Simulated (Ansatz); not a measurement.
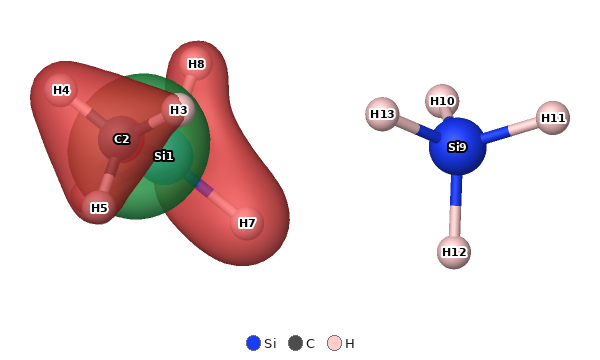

The picture shows: CH₆Si···SiH₄. The HOMO at ±0.15 Å⁻³ᐟ² (green and red are the two phases), seen from one side.

Level of theory: RKS PBE0/def2-SVP (Ansatz 0.2.0).

```xyz
13

Si    0.4971   -0.1276    0.2369
C     1.0244   -0.1360    2.0414
H     0.1548   -0.2795    2.7019
H     1.7396   -0.9498    2.2372
H     1.5052    0.8158    2.3136
H     1.6777    0.0674   -0.6622
H    -0.4725    0.9821   -0.0274
H    -0.1643   -1.4182   -0.1318
Si   -3.5960    0.6546    1.0868
H    -3.4793   -0.2463   -0.0972
H    -4.9914    0.5975    1.6171
H    -3.2726    2.0563    0.6876
H    -2.6477    0.2047    2.1511
```

Describe this orbital and give its energy.

Answer. By Hirshfeld shares it lies mainly on C2 (about 40 %), Si1 (about 30 %) and H7 (about 10 %). Its energy is −9.23 eV.
